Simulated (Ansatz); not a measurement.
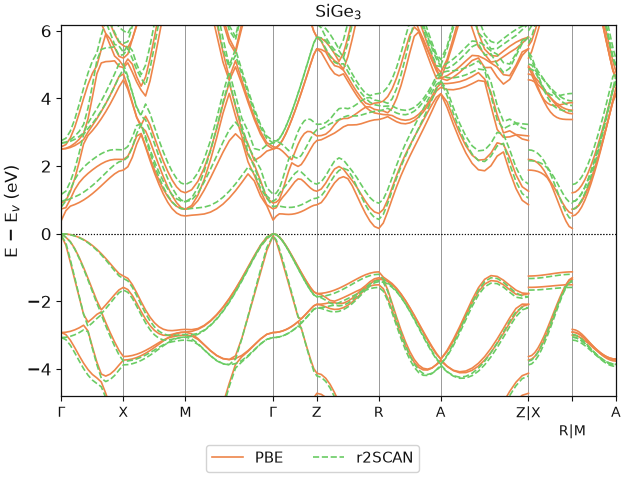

Band structures of SiGe3, space group P-4m2, 4 atoms in the cell, by two methods on the same cell. Each is counted from its own valence-band top.

> How do the methods compare?

PBE gives a gap of 0.16 eV along the path and r2SCAN gives a gap of 0.43 eV along the path. Over the top 3 filled bands the two differ by 0.10 eV on average.

Settings. PBE: DFT PBE, scalar-relativistic, plane waves, PAW, no spin polarisation, 10×10×6 k mesh, 420 eV cutoff, Gaussian smearing of 0.01 eV (Ansatz 0.2.0). r2SCAN: DFT r2SCAN, scalar-relativistic, plane waves, PAW, no spin polarisation, 10×10×6 k mesh, 500 eV cutoff (Ansatz 0.2.0).

The structure is an invented one, so it need not be a known or stable phase.
